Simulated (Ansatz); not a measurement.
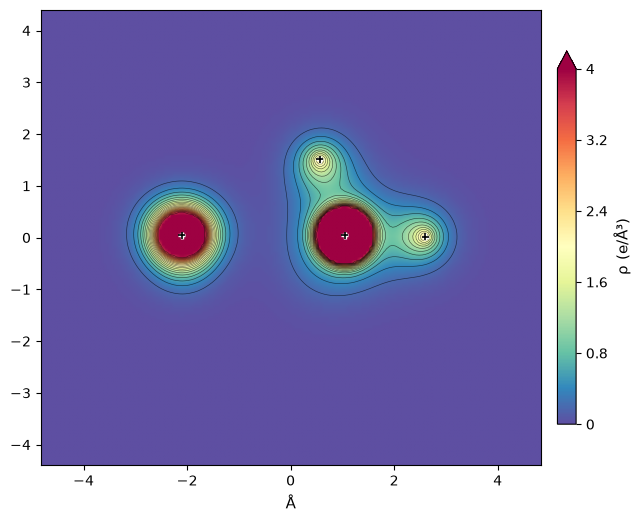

The electron density on a plane through atoms (crosses mark nuclei in the plane).

All numbers below come from RKS PBE-D4/def2-SVP in Ansatz 0.2.0.

Candidates:
A. FH$_{5}$Si$_{2}$···SiH$_{4}$
B. GeH$_{4}$···H$_{2}$O···NH$_{3}$

Q: Which system is this?

A: Candidate B: GeH$_{4}$···H$_{2}$O···NH$_{3}$ on the plane of atoms H3, Ge1 and H5, which holds Ge, H and O. Ge–H (1.54 Å): the density is about 1 e/Å³ at the midpoint.
